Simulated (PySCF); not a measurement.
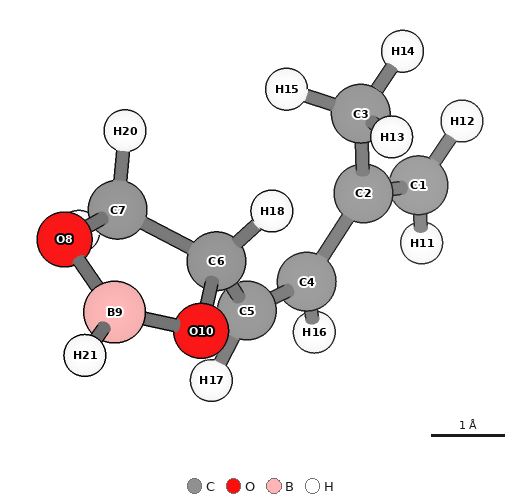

Figure 1. The structure (ball-and-stick view, seen at a tilt; atoms are numbered from 1 in the order of the input).

**What a change does: NMR shielding calculation on C$_{7}$H$_{11}$BO$_{2}$**

System: C$_{7}$H$_{11}$BO$_{2}$.
Method of run A: GIAO PBE0/pcSseg-1 NMR shielding, non-relativistic, IEF-PCM benzene (PySCF 2.14.0).

The geometry comes from this level: PBE0-D3(BJ)/def2-SVP. Text and figures count atoms from 1; the logs count them from 0 in places.

## Input, run A
```
{"job": {"kind": "nmr", "xc": "PBE0", "basis": "pcSseg-1", "solvent": "benzene", "pop": false}, "charge": 0, "multiplicity": 1}
C     -3.620815     0.603210    -0.878410
C     -2.356534     0.177929    -0.696252
C     -2.083821    -1.102505     0.039479
C     -1.269062     0.997623    -1.240094
C      0.066792     0.844630    -1.209149
C      0.910891    -0.236619    -0.617459
C      1.364291    -1.299177    -1.652035
O      2.757297    -1.450591    -1.446441
B      3.161466    -0.462235    -0.601759
O      2.142330     0.310627    -0.137419
H     -3.836434     1.536688    -1.405251
H     -4.474437     0.032282    -0.504627
H     -1.548010    -0.917126     0.983932
H     -3.022657    -1.616473     0.286218
H     -1.468569    -1.792715    -0.559102
H     -1.624936     1.883572    -1.776909
H      0.667426     1.604135    -1.723270
H      0.414020    -0.716702     0.236176
H      1.179034    -0.964562    -2.686328
H      0.853201    -2.263607    -1.508115
H      4.309302    -0.291193    -0.296405
```

The first line tells a small driver script what to run in PySCF; the rest is the geometry in Å.

Launched with:
```bash
OMP_NUM_THREADS=1 python <driver script> task.json out
```

Hardware: 1 CPU thread, shared host.

## Output (run A)
```
coarse grid: 17680 points
cycle   1  E = -447.9294806773  dE =  1.420e+00  |g| = 7.968e-01  |ddm| = 4.161e+00
cycle   2  E = -447.8261791286  dE =  1.033e-01  |g| = 1.115e+00  |ddm| = 1.259e+00
cycle   3  E = -448.0490695837  dE = -2.229e-01  |g| = 9.611e-02  |ddm| = 7.708e-01
cycle   4  E = -448.0508123520  dE = -1.743e-03  |g| = 3.777e-02  |ddm| = 1.042e-01
cycle   5  E = -448.0511224673  dE = -3.101e-04  |g| = 1.526e-02  |ddm| = 4.356e-02
cycle   6  E = -448.0511770826  dE = -5.462e-05  |g| = 4.259e-03  |ddm| = 1.547e-02
cycle   7  E = -448.0511818142  dE = -4.732e-06  |g| = 4.992e-04  |ddm| = 3.926e-03
final grid: 171176 points
cycle   8  E = -448.1330171653  dE = -5.734e-05  |g| = 1.237e-02  |ddm| = 4.899e-02
cycle   9  E = -448.1329940446  dE =  2.312e-05  |g| = 1.697e-02  |ddm| = 2.019e-02
cycle  10  E = -448.1330481686  dE = -5.412e-05  |g| = 1.579e-03  |ddm| = 1.154e-02
cycle  11  E = -448.1330487001  dE = -5.315e-07  |g| = 2.480e-04  |ddm| = 1.345e-03
cycle  12  E = -448.1330487095  dE = -9.363e-09  |g| = 1.546e-04  |ddm| = 3.203e-04
cycle  13  E = -448.1330487152  dE = -5.780e-09  |g| = 3.675e-05  |ddm| = 1.568e-04
cycle  14  E = -448.1330487156  dE = -3.217e-10  |g| = 9.173e-06  |ddm| = 4.120e-05
converged SCF energy = -448.1330487156

GIAO shielding tensors (ppm)
atom      isotropic    diamagn.    paramagn.     s11        s22        s33       span
  0 C       53.743     249.550    -195.807    -47.307     73.469    135.067    182.374
  1 C       34.573     257.895    -223.322    -83.212     29.175    157.758    240.970
  2 C      160.862     250.172     -89.310    148.448    155.390    178.747     30.299
  3 C       45.046     254.154    -209.108    -56.513     54.199    137.453    193.966
  4 C       45.270     256.389    -211.118    -51.810     54.522    133.099    184.909
  5 C      108.533     246.179    -137.646     76.123    100.162    149.315     73.192
  6 C      110.506     253.985    -143.480     75.158     99.466    156.892     81.734
  7 O      190.628     393.181    -202.553     56.154    243.688    272.042    215.889
  8 B       72.440     199.592    -127.152     65.102     68.577     83.641     18.539
  9 O      169.768     393.540    -223.772     47.754    212.849    248.702    200.947
 10 H       25.891      29.548      -3.658     22.802     24.747     30.124      7.322
 11 H       25.838      28.609      -2.771     22.812     24.704     29.998      7.187
 12 H       29.111      32.236      -3.125     25.282     28.682     33.369      8.088
 13 H       29.285      29.846      -0.561     25.067     28.266     34.522      9.454
 14 H       29.526      32.024      -2.498     24.967     29.554     34.057      9.090
 15 H       25.082      32.714      -7.632     22.327     23.887     29.033      6.706
 16 H       25.581      32.234      -6.652     23.168     24.253     29.323      6.156
 17 H       25.706      34.300      -8.595     20.953     23.389     32.776     11.823
 18 H       27.522      31.373      -3.851     23.448     27.839     31.278      7.831
 19 H       26.902      31.267      -4.364     22.993     27.168     30.546      7.554
 20 H       27.111      28.492      -1.381     24.610     25.501     31.221      6.611
```

The input of run B differs as follows (lines with − go, lines with + come):
```diff
-"solvent": "benzene"
-"pop": false
+"solvent": "acetone"
+"pop": true
```

How does run B compare with run A?

The total energy of run B is 3.1 kcal/mol lower: the change of the electrostatic solvation energy at this fixed geometry, without cavity or dispersion terms. The LUMO goes from −0.99 to −0.94 eV. The dipole moment goes from 2.90 to 3.19 D. Of all shieldings, the largest change is that of O10, by +2.5 ppm. The number of SCF iterations is the same.

## Output (run B)
```
coarse grid: 17680 points
cycle   1  E = -447.9373188269  dE =  1.412e+00  |g| = 7.902e-01  |ddm| = 4.160e+00
cycle   2  E = -447.8406861906  dE =  9.663e-02  |g| = 1.095e+00  |ddm| = 1.191e+00
cycle   3  E = -448.0542727214  dE = -2.136e-01  |g| = 9.216e-02  |ddm| = 7.233e-01
cycle   4  E = -448.0559052438  dE = -1.633e-03  |g| = 3.344e-02  |ddm| = 9.370e-02
cycle   5  E = -448.0561562272  dE = -2.510e-04  |g| = 1.183e-02  |ddm| = 3.532e-02
cycle   6  E = -448.0561867815  dE = -3.055e-05  |g| = 4.015e-03  |ddm| = 1.175e-02
cycle   7  E = -448.0561909251  dE = -4.144e-06  |g| = 4.262e-04  |ddm| = 3.488e-03
final grid: 171176 points
cycle   8  E = -448.1379866605  dE = -5.781e-05  |g| = 1.230e-02  |ddm| = 4.875e-02
cycle   9  E = -448.1379652692  dE =  2.139e-05  |g| = 1.670e-02  |ddm| = 1.943e-02
cycle  10  E = -448.1380173026  dE = -5.203e-05  |g| = 1.536e-03  |ddm| = 1.080e-02
cycle  11  E = -448.1380178045  dE = -5.019e-07  |g| = 2.044e-04  |ddm| = 1.226e-03
cycle  12  E = -448.1380178110  dE = -6.523e-09  |g| = 1.243e-04  |ddm| = 2.651e-04
cycle  13  E = -448.1380178146  dE = -3.639e-09  |g| = 3.434e-05  |ddm| = 1.238e-04
cycle  14  E = -448.1380178149  dE = -2.752e-10  |g| = 8.201e-06  |ddm| = 3.532e-05
converged SCF energy = -448.1380178149

GIAO shielding tensors (ppm)
atom      isotropic    diamagn.    paramagn.     s11        s22        s33       span
  0 C       53.701     249.763    -196.062    -47.264     72.379    135.987    183.250
  1 C       33.683     257.922    -224.239    -84.200     27.276    157.973    242.173
  2 C      161.320     250.225     -88.905    149.061    155.447    179.452     30.391
  3 C       44.845     254.384    -209.539    -56.722     53.132    138.124    194.845
  4 C       45.387     256.699    -211.313    -51.683     54.283    133.559    185.242
  5 C      108.436     246.353    -137.918     76.064     99.584    149.659     73.596
  6 C      110.709     254.103    -143.394     75.471     99.197    157.457     81.986
  7 O      192.479     393.948    -201.470     57.437    247.298    272.702    215.266
  8 B       72.538     199.627    -127.089     65.529     68.470     83.615     18.086
  9 O      172.300     394.396    -222.097     49.686    215.353    251.861    202.175
 10 H       25.808      29.529      -3.721     22.732     24.661     30.029      7.297
 11 H       25.734      28.565      -2.831     22.756     24.580     29.865      7.109
 12 H       29.075      32.167      -3.092     25.217     28.634     33.374      8.158
 13 H       29.231      29.780      -0.549     24.976     28.200     34.516      9.539
 14 H       29.391      31.856      -2.465     24.760     29.408     34.004      9.244
 15 H       24.972      32.718      -7.746     22.201     23.813     28.903      6.702
 16 H       25.518      32.246      -6.728     23.101     24.213     29.240      6.139
 17 H       25.555      34.131      -8.577     20.810     23.216     32.638     11.828
 18 H       27.435      31.339      -3.904     23.335     27.759     31.210      7.875
 19 H       26.720      31.110      -4.390     22.746     26.967     30.449      7.703
 20 H       27.125      28.507      -1.382     24.613     25.511     31.251      6.639
```

## The two runs side by side

| quantity | run A | run B |
| --- | --- | --- |
| outcome | converged | converged |
| total energy (hartree) | −448.133049 | −448.138018 |
| HOMO (eV) | −6.73 | −6.68 |
| LUMO (eV) | −0.99 | −0.94 |
| dipole moment (D) | 2.90 | 3.19 |
| shielding of C2 (ppm) | 34.6 | 33.7 |
| shielding of C3 (ppm) | 160.9 | 161.3 |
| shielding of C4 (ppm) | 45.0 | 44.8 |
| shielding of C7 (ppm) | 110.5 | 110.7 |
| shielding of O8 (ppm) | 190.6 | 192.5 |
| shielding of O10 (ppm) | 169.8 | 172.3 |
| shielding of H20 (ppm) | 26.9 | 26.7 |
| SCF iterations | 14 | 14 |
| basis functions | 225 | 225 |
| wall time (shared host) | 85 s | 86 s |
